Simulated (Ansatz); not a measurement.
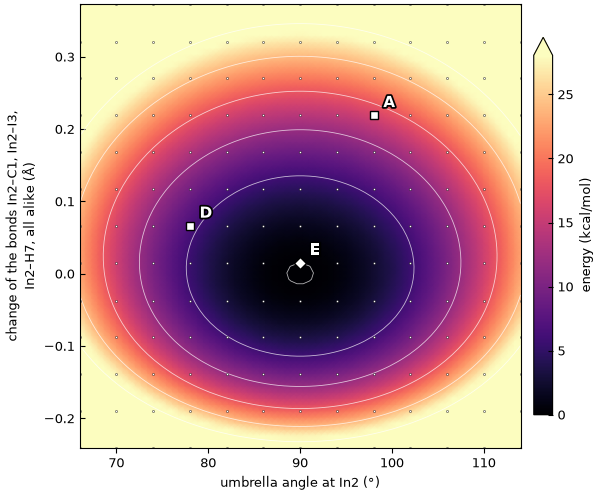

CH₄IIn, SMILES [CH3][InH][I]. 
- The first coordinate is: umbrella angle at In2 (between each of its bonds and their common axis; 90 is planar); the second: change of the bonds In2–C1, In2–I3, In2–H7, all alike.
- Nothing is relaxed (all other coordinates rigid).
- Grid: 13 × 13 points.
- Points are written as (first, second).
- Energies are in kcal/mol, from the lowest grid point.
- These are results of Ansatz 0.2.0, RKS PBE0-D4/def2-SVP, not measurements.

In the figure: a smooth colour map with a few white contour lines, dots at the grid points, one colour for all values above the top of the scale, lettered points. Between grid points the surface is interpolated.

Is E the lowest point of the computed grid?

Yes. E, at (90°, 0.015 Å), has the lowest energy of the grid.

What kind of point is each of A, D, E: minimum, saddle, maximum or slope?

A: on a slope; D: on a slope; E: minimum. (In these two coordinates alone; a stationary point may lie a little off the grid point.)

Rank the lettered points by energy, lowest first.

E (0.0 kcal/mol), D (6.9 kcal/mol), A (16.2 kcal/mol).
